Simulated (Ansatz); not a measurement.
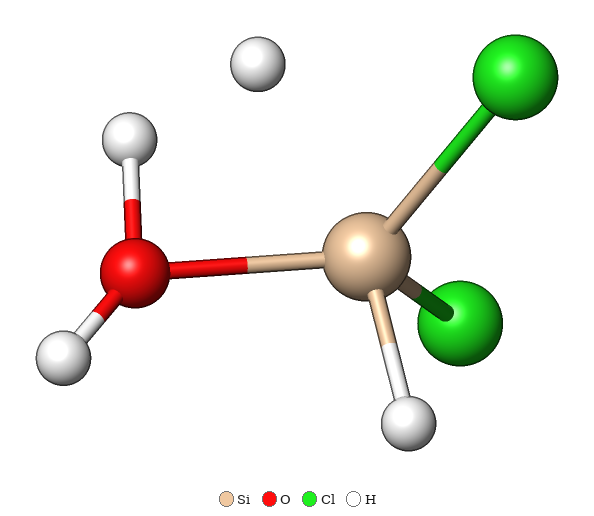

Harmonic vibrations computed with RKS PBE0-D4/def2-SVP (Ansatz 0.2.0) at a stationary point of the same level.

Is this a minimum or a saddle point?

A saddle point of order 2: imaginary frequencies 1581i cm⁻¹, 182i cm⁻¹.

How many vibrational modes are there, and where do they lie?

18 modes: 1581i, 182i, 138, 143, 371, 436, 602, 640, 713, 800, 890, 963, 1022, 1242, 1464, 1959, 2239, 3771 cm⁻¹.
